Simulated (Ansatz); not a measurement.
Input file:

```
crystal:
  periodic: [false, false, false]
  atoms:
    - { symbol: F, position_ang: [-1.2527, 0.5536, 1.1829] }
    - { symbol: C, position_ang: [-0.26, 0.3755, 0.2934] }
    - { symbol: S, position_ang: [1.2822, 1.2097, 0.6814] }
    - { symbol: "N", position_ang: [-0.5968, 0.5495, -1.111] }
    - { symbol: Al, position_ang: [-0.1834, -1.29, -0.6473] }
    - { symbol: H, position_ang: [1.4725, 0.478, 1.877] }
    - { symbol: H, position_ang: [0.155, 0.8839, -1.6832] }
    - { symbol: H, position_ang: [-0.5245, -2.8172, -0.649] }
basis:
  gaussian: { orbitals: def2-mTZVP }
hamiltonian:
  xc: pbe
relax:
  f_tol: 0.02
  max_steps: 50
output:
  orbitals: {}
```

Run with:

```sh
ansatz run input.yaml --threads 2 --pin off --max-ram 3072MiB --backend cpu --events-out ev --progress --plain --runs-dir out
```

The fields are those of the run's last geometry, not of the input's.

Level of theory: RKS PBE/def2-mTZVP (Ansatz).

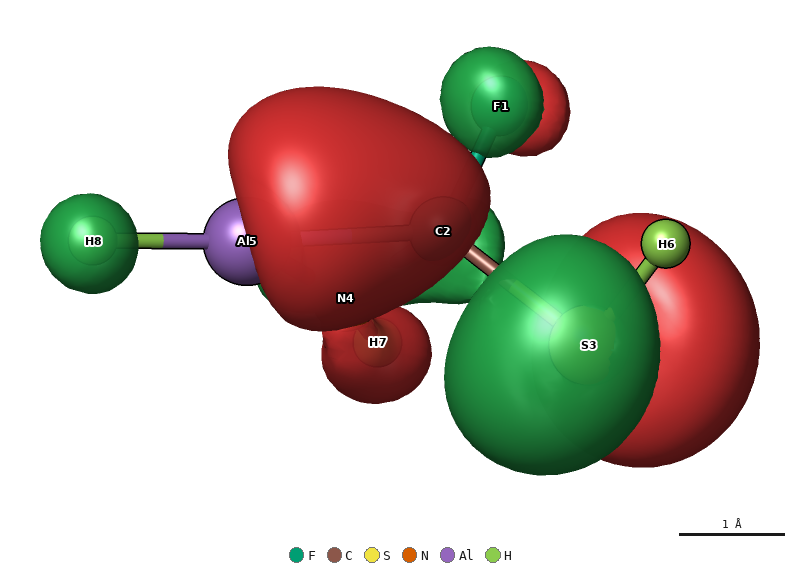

CH3AlFNS. The HOMO at ±0.1 Å⁻³ᐟ² (green and red are the two phases), seen from one side.

### What is the character of this orbital?

It lies mainly on S3 (about 55 %), C2 (about 15 %) and Al5 (about 15 %). Its energy is −5.26 eV.
